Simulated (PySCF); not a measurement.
**NS (Mononitrogen monosulfide) at 6 levels**

Aim: a comparison of 6 runs (UHF/STO-3G, UHF/3-21G, UHF/def2-SVP, UB2PLYP/6-31G*, UPBE0/def2-SVP, UCCSD(T)/6-31+G*) of NS (Mononitrogen monosulfide). The job is set up through a Python script.

Program for the calculation: PySCF 2.14.0.

## 1. The structure to begin with

NS has 2 atoms, charge 0, and is taken as a doublet. SMILES: `[N]=S`. Geometry: relaxed at PBE0-D4/def2-TZVP.

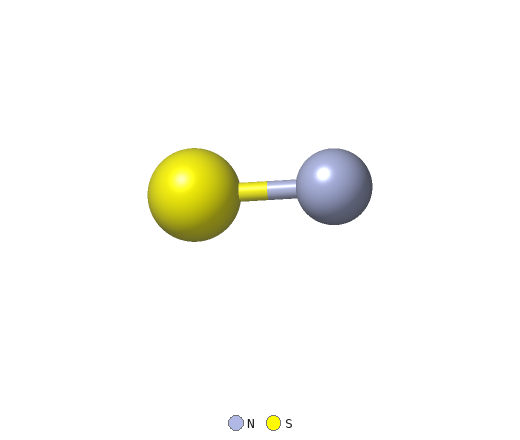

The structure, seen from a chosen angle (nitrogen light blue, sulfur yellow).

## 2. Energy and gradient at UHF/STO-3G (run 1)

run.py

```python
from pyscf import gto

mol = gto.M(
    atom=[
    ('N', (-0.000000, -0.000000, -0.011220)),
    ('S', (0.000000, 0.000000, 1.474400)),
],
    max_memory=1860,
    basis='sto-3g',
    spin=1,
    verbose=3,
    charge=0,
)

mf = mol.UHF()
mf.conv_tol = 1e-10
mf.kernel()
if not mf.converged:
    mf = mf.newton().run(mf.mo_coeff, mf.mo_occ)

etot = mf.e_tot
print('E = %.10f Eh' % etot)
grad = mf.nuc_grad_method().kernel()
dip = mf.dip_moment()
pop, q = mf.mulliken_pop()
```

On the command line:

```console
$ OMP_NUM_THREADS=1 python run.py
```

Log:

```text
converged SCF energy = -446.828040004915  <S^2> = 0.78313756  2S+1 = 2.0328675
E = -446.8280400049 Eh
--------------- UHF gradients ---------------
         x                y                z
0 N     0.0000000000     0.0000000000     0.0755073351
1 S    -0.0000000000    -0.0000000000    -0.0755073351
----------------------------------------------
Dipole moment(X, Y, Z, Debye):  0.00000,  0.00000,  1.16638
 ** Mulliken pop       alpha | beta **
pop of  0 N 1s        0.99922 | 0.99916
pop of  0 N 2s        0.95563 | 0.93580
pop of  0 N 2px       0.44325 | 0.44862
pop of  0 N 2py       0.87327 | 0.29081
pop of  0 N 2pz       0.65390 | 0.65486
pop of  1 S 1s        0.99997 | 0.99997
pop of  1 S 2s        0.99902 | 0.99892
pop of  1 S 3s        0.93508 | 0.92521
pop of  1 S 2px       0.99552 | 0.99240
pop of  1 S 2py       0.99898 | 0.99502
pop of  1 S 2pz       0.99011 | 0.99054
pop of  1 S 3px       0.74665 | 0.55897
pop of  1 S 3py       0.94233 | 0.71418
pop of  1 S 3pz       0.46707 | 0.49553
In total            12.00000 | 11.00000
 ** Mulliken atomic charges   ( Nelec_alpha | Nelec_beta ) **
charge of  0N =     -0.25452  (     3.92526      3.32926 )
charge of  1S =      0.25452  (     8.07474      7.67074 )
```

It took 1.2 s on 1 thread of Arm Neoverse N1, shared host; peak memory 0.12 GiB.

## 3. Energy and forces at UHF/3-21G (run 2)

calc.py

```python
# Mononitrogen monosulfide
import pyscf.grad
from pyscf import gto, scf

system = gto.Mole()
system.atom = '''
N      0.000000     0.000000    -0.021203
S      0.000000     0.000000     2.786212
'''
system.charge = 0
system.unit = 'bohr'
system.max_memory = 1860
system.spin = 1
system.basis = '3-21g'
system.verbose = 4
system.build()

myscf = scf.UHF(system)
myscf.conv_tol = 1e-10
myscf.kernel()
if not myscf.converged:
    myscf = myscf.newton().run(myscf.mo_coeff, myscf.mo_occ)

e_final = myscf.e_tot
print('E = %.10f Eh' % e_final)
grad = myscf.Gradients().kernel()
myscf.analyze()
```

On the command line:

```console
$ OMP_NUM_THREADS=1 python calc.py
```

Log:

```text
PySCF version 2.14.0

[INPUT] num. atoms = 2
[INPUT] num. electrons = 23
[INPUT] charge = 0
[INPUT] spin (= nelec alpha-beta = 2S) = 1
[INPUT] symmetry False subgroup None
[INPUT] Mole.unit = bohr
[INPUT] Symbol           X                Y                Z      unit          X                Y                Z       unit  Magmom
[INPUT]  1 N      0.000000000000   0.000000000000  -0.011220144403 AA    0.000000000000   0.000000000000  -0.021203000000 Bohr   0.0
[INPUT]  2 S      0.000000000000   0.000000000000   1.474399895192 AA    0.000000000000   0.000000000000   2.786212000000 Bohr   0.0

nuclear repulsion = 39.8943512092085
number of shells = 12
number of NR pGTOs = 42
number of NR cGTOs = 22
basis = 3-21g
ecp = {}

[... 100 lines left out ...]
SCF not converged.
[... 46 lines left out ...]
converged SCF energy = -449.614629204339  <S^2> = 1.1378401  2S+1 = 2.3561325
[... 11 lines left out ...]
Nuclear Repulsion Energy =              39.894351209208473
[... 1 line left out ...]
Two-electron Energy =                  210.035501028580114
[... 1 line left out ...]
DFT Exchange-Correlation Energy =      -31.593608999119397
[... 4 lines left out ...]
MO #2   energy= -15.5968737552252  | -15.5510532653846  occ= 1 | 1
[... 2 lines left out ...]
MO #22  energy= 2.32747180312273   | 2.39753768765164   occ= 0 | 0
[... 40 lines left out ...]
Dipole moment(X, Y, Z, Debye):  0.00000,  0.00000,  1.25795
```

It took 1.6 s on 1 thread of Arm Neoverse N1, shared host; peak memory 0.12 GiB.

Runs 3 to 5 aren't shown in full; the table further down has their settings and results.

## 4. A single-point energy at UCCSD(T)/6-31+G(d) (spherical functions) (run 6)

calc.py

```python
from pyscf import gto, cc

molecule = gto.M(
    atom='''
N        0.000000       0.000000      -0.011220
S        0.000000       0.000000       1.474400
''',
    max_memory=1860,
    verbose=4,
    spin=1,
    charge=0,
    basis='6-31+g*',
)

myscf = molecule.UHF()
myscf.conv_tol = 1e-10
myscf.kernel()
if not myscf.converged:
    myscf = myscf.newton().run(myscf.mo_coeff, myscf.mo_occ)

mycc = cc.CCSD(myscf, frozen=6)
mycc.kernel()
e_t = mycc.ccsd_t()
etot = mycc.e_tot + e_t
print(f'total energy: {etot:.8f} hartree')
myscf.analyze()
```

On the command line:

```console
$ OMP_NUM_THREADS=1 python calc.py
```

Log:

```text
PySCF version 2.14.0

[INPUT] num. atoms = 2
[INPUT] num. electrons = 23
[INPUT] charge = 0
[INPUT] spin (= nelec alpha-beta = 2S) = 1
[INPUT] symmetry False subgroup None
[INPUT] Mole.unit = angstrom
[INPUT] Symbol           X                Y                Z      unit          X                Y                Z       unit  Magmom
[INPUT]  1 N      0.000000000000   0.000000000000  -0.011220000000 AA    0.000000000000   0.000000000000  -0.021202727118 Bohr   0.0
[INPUT]  2 S      0.000000000000   0.000000000000   1.474400000000 AA    0.000000000000   0.000000000000   2.786212198059 Bohr   0.0

nuclear repulsion = 39.8943522724788
number of shells = 18
number of NR pGTOs = 86
number of NR cGTOs = 40
basis = 6-31+g*
ecp = {}

[... 18 lines left out ...]
[... the frontier-level lines of each cycle are left out ...]
[... 97 lines left out ...]
Init t2, MP2 energy = -0.267875378858031
[... 20 lines left out ...]
total energy: -452.19054524 hartree
[... 2 lines left out ...]
Nuclear Repulsion Energy =              39.894352272478834
[... 1 line left out ...]
Two-electron Energy =                  210.396358126358848
[... 1 line left out ...]
DFT Exchange-Correlation Energy =      -31.552568291439826
[... 4 lines left out ...]
MO #2   energy= -15.6807938383401  | -15.6614590163728  occ= 1 | 1
[... 2 lines left out ...]
MO #40  energy= 2.87211134022919   | 2.89008523506729   occ= 0 | 0
[... 58 lines left out ...]
Dipole moment(X, Y, Z, Debye):  0.00000,  0.00000,  1.74695
```

Wall time 4.5 s (1 thread of Arm Neoverse N1, shared host); peak memory 0.18 GiB.

## 5. The series

```
run                                   level      task  frozen core orbitals  energy (Eh)  dipole moment (D) of the reference  HOMO energy (eV)  LUMO energy (eV)  wall time
  1                              UHF/STO-3G  gradient                     –  -446.828040                                1.17             -6.56              5.56      1.2 s
  2                               UHF/3-21G  gradient                     –  -449.614629                                1.26             -9.62              0.33      1.6 s
  3                            UHF/def2-SVP  gradient                     –  -451.728591                                1.75             -9.92              1.01      1.6 s
  4    UB2PLYP/6-31G* (spherical functions)    energy                     6  -452.653023                                1.69             -7.50             -1.91      7.5 s
  5                          UPBE0/def2-SVP  gradient                     –  -452.485110                                1.82             -6.11             -3.38      7.2 s
  6  UCCSD(T)/6-31+G* (spherical functions)    energy                     6  -452.190545                                1.75             -9.99              0.44      4.5 s
```

## 6. Outcome

| quantity | value |
| --- | --- |
| run 6: total energy | -452.19055 Eh |
| run 6: dipole moment (Hartree–Fock density) | 1.75 D |
| run 6: HOMO energy (Hartree–Fock orbitals) (highest over α and β) | -9.99 eV |
| run 6: LUMO energy (Hartree–Fock orbitals) (lowest over α and β) | 0.44 eV |
| run 6: correlation energy (6 core orbitals frozen) | -303.3 mEh |
| run 6: (T) correction | -13.43 mEh |
| run 6: ⟨S²⟩ of the reference determinant | 0.831 |
| run 6: T1 diagnostic | 0.044 |

What this shows: Over runs 1, 2, 3, 4, 5 the dipole moment (its size) runs from 1.17 D (UHF/STO-3G) to 1.82 D (UPBE0/def2-SVP). The two ends differ in method and basis. Totals of different functionals can't be ranked against each other. In run 1 the basis is minimal, so the values are rough. Spin contamination of the reference: run 2 ⟨S²⟩ = 1.14. All runs together took 24 s, the longest 7.5 s.
